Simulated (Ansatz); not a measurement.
```xyz
10

Al    0.0316   -0.2739   -0.1642
Cl    0.0514   -0.3729    1.9606
N     1.5818   -0.2198   -0.9908
H     1.7141   -0.1547   -1.9816
H     2.4703   -0.2199   -0.5282
N    -1.5331   -0.2854   -0.9648
H    -2.4130   -0.3221   -0.4871
H    -1.6848   -0.2274   -1.9533
Br   -0.0292    3.6786    1.6100
H     0.0014    2.4247    2.2561
```

Level of theory: RHF/def2-SVP (Ansatz).

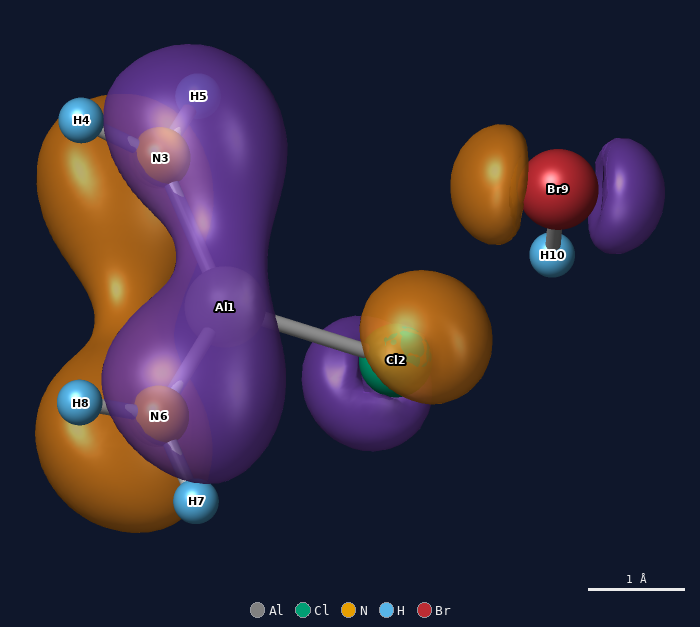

AlClH4N2···HBr. The HOMO−1 at ±0.1 Å⁻³ᐟ² (orange and purple are the two phases), seen at a tilt.

What is the character of this orbital?

Answer. It lies mainly on N3 (about 30 %), N6 (about 30 %), Al1 (about 15 %) and Cl2 (about 10 %); largely a combination of lone pairs on N3, N6 and Cl2. Its energy is −11.35 eV.
